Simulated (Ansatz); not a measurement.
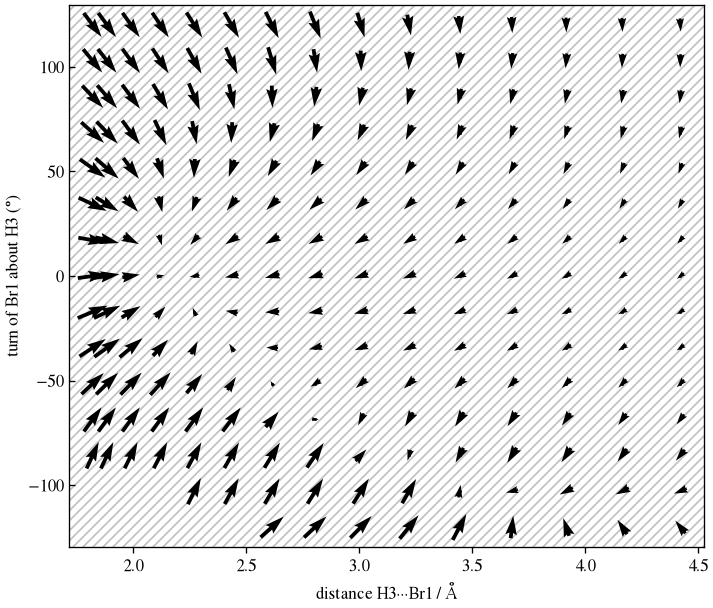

The pair Br···H₂O, charge −1. 
- The turn is about an axis along (0.97, −0.24, −0.00) in the frame of the relaxed pair, normal to the line between the partners.
- The first coordinate is: distance H3···Br1; the second: turn of Br1 about H3.
- Grid: 15 × 15 points. At 10 points there is no value (left out of the scan, as a rule where atoms come close).
- Points are written as (first, second).
- Theory: Ansatz 0.2.0, RKS SPW92 (LDA)/def2-TZVPD.

The picture shows dots at the grid points, arrows along the force (downhill), their lengths compressed, hatched blanks where no value was computed.

The arrows alone are given. Where are the wells?

Answer. The arrows converge at about (2.170 Å, 0°); about (3.36 Å, −95°) (1.7 kcal/mol up) (read from the interpolated surface).

The energy map of the same scan:

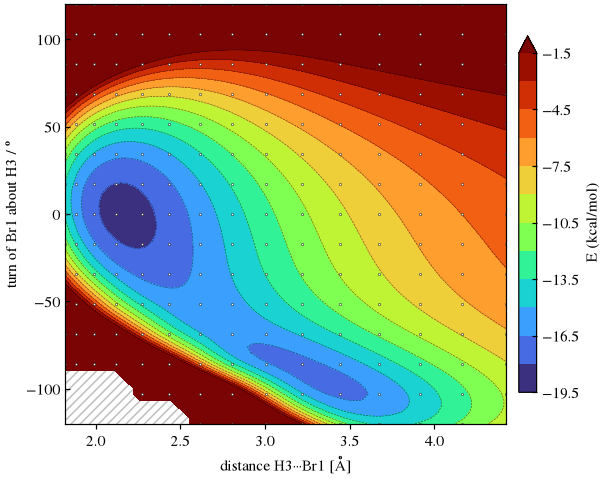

Energies are in kcal/mol, from the ion and the molecule far apart, frozen as in the relaxed pair, each in its own basis (no counterpoise correction); between grid points the surface is interpolated.
